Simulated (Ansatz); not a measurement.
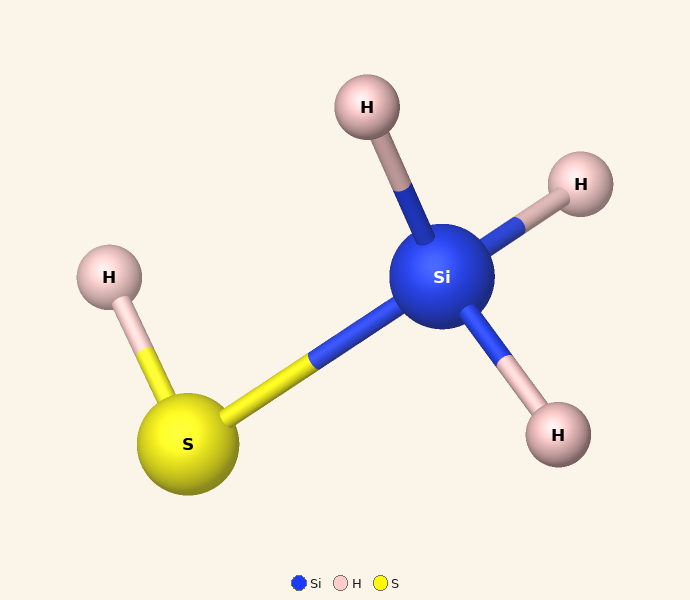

Ball-and-stick drawing of a structure.

What does the picture show?

The molecule is H₄SSi. The point group is Cs. Coordination: 1 Si tetrahedral; 1 S bent.

More results for the same structure follow; atom numbers are the same in all pictures, views and colours differ. The computed structure is the end point of a PBE0-D4/def2-TZVP optimisation.

Shape

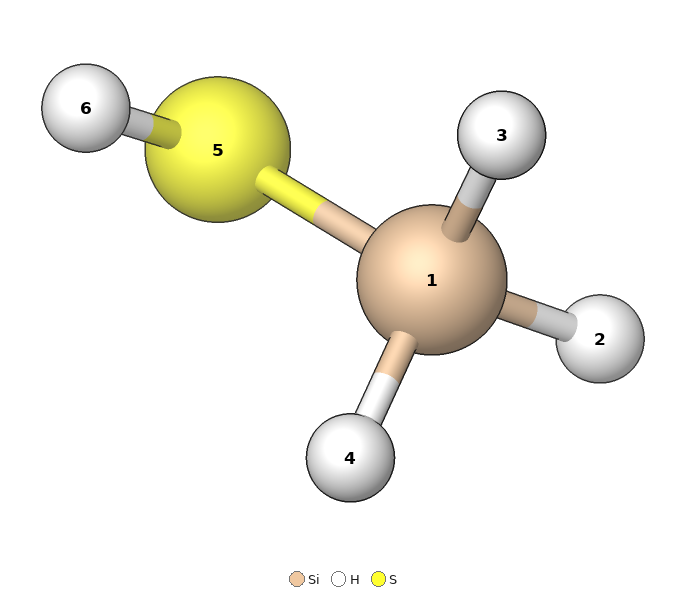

The atoms are numbered.

Give the bond lengths.

```json
{"bond": "Si1–H2", "length (Å)": "1.482"}
{"bond": "Si1–H3", "length (Å)": "1.485"}
{"bond": "Si1–H4", "length (Å)": "1.485"}
{"bond": "Si1–S5", "length (Å)": "2.137"}
{"bond": "S5–H6", "length (Å)": "1.344"}
```

Vibrations

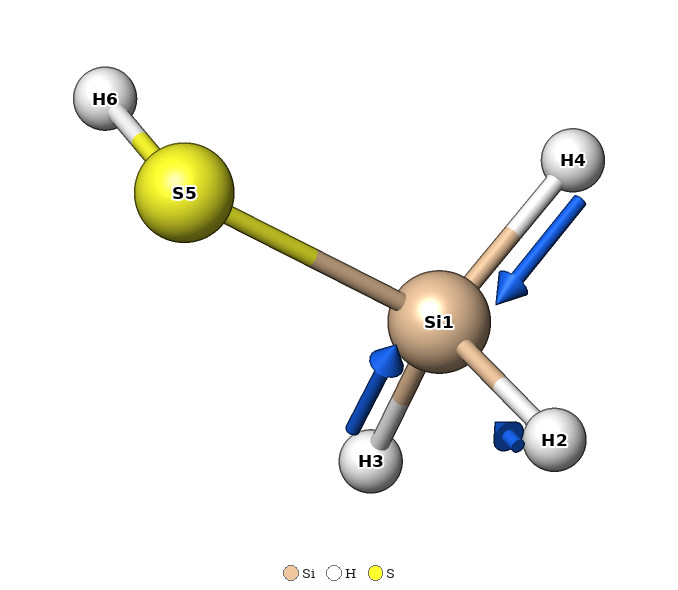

The arrows show one normal mode. Harmonic vibrations computed with RKS PBE0-D4/def2-TZVP (Ansatz 0.2.0) at a stationary point of the same level.

What kind of motion is it?

Mostly in-phase stretching of 2 Si–H bonds.

At what wavenumber does it lie?

2229 cm⁻¹; it is mode 9 of 12 counted from the lowest.

Charges

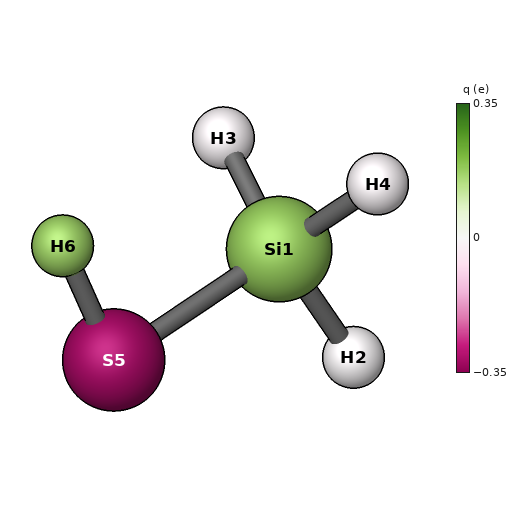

Atoms are coloured by their Mulliken charges. Level of theory: RKS PBE0-D4/def2-TZVP (Ansatz 0.2.0).

Give the Mulliken charges atom by atom.

| atom | value (e) |
| --- | --- |
| Si1 | 0.18 |
| H2 | −0.01 |
| H3 | −0.01 |
| H4 | −0.01 |
| S5 | −0.32 |
| H6 | 0.17 |

Electronic properties

Level of theory: RKS PBE0-D4/def2-TZVPP (Ansatz 0.2.0).

Estimate the HOMO–LUMO gap.

7.61 eV.

Give the HOMO energy (Kohn–Sham orbital) at this level.

−7.52 eV.

Dipole moment

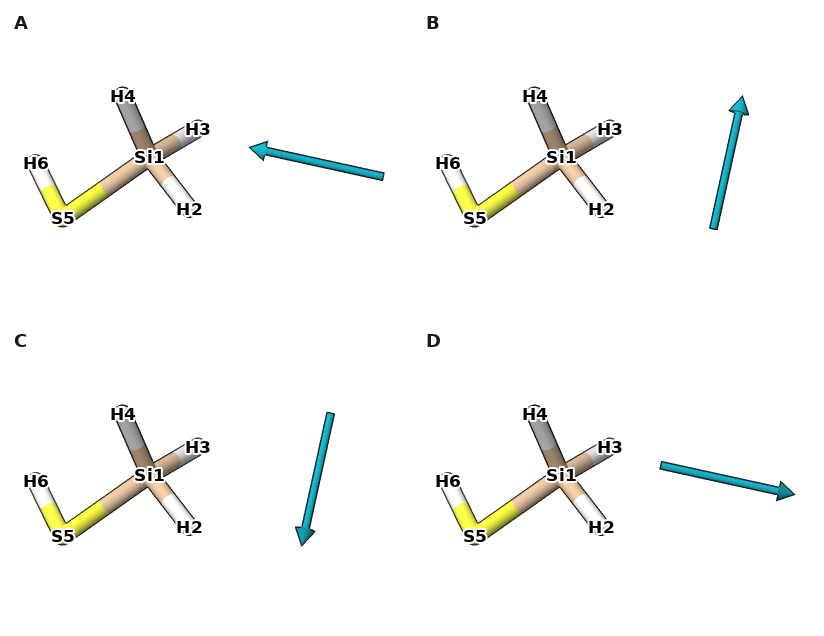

The same molecule four times, each with an arrow. Properties computed with RKS PBE0-D4/def2-TZVP (Ansatz 0.2.0).

Which arrow points along the dipole moment, from the negative to the positive end?

B. The dipole moment is 1.05 D; it points from the side of S5 to the side of H3, H4 (the outermost atoms at the two ends).

Mulliken values depend strongly on the basis set and can even reverse the polarity of a bond.
